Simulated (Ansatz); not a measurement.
```xyz
8

Si   -0.4630   -0.6938   -0.8209
Br    1.5521   -1.4686   -0.1104
F    -0.8387   -1.5041   -2.1478
F    -0.3683    0.8490   -1.2341
F    -1.6230   -0.9491    0.2373
H     1.1477    0.7515    1.5674
O     0.2525    1.1214    1.5424
H     0.3408    1.8936    0.9659
```

Not at a stationary point (largest force 1.2 eV/Å).

All numbers below come from RKS B3LYP-D4/def2-SVP in Ansatz 0.2.0.

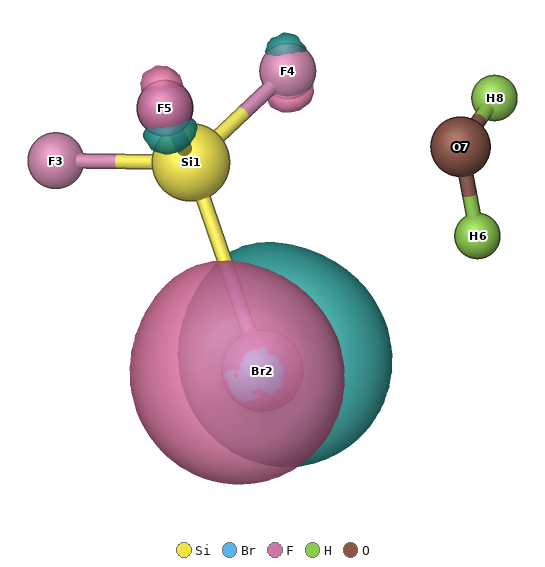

BrF₃Si···H₂O. The HOMO−1 at ±0.15 Å⁻³ᐟ² (teal and pink are the two phases), seen at a tilt.

**Where does this orbital lie, and at what energy?**

Its weight (Hirshfeld) is mainly on Br2 (about 90 %); largely a lone pair of Br2. Its energy is −8.96 eV.
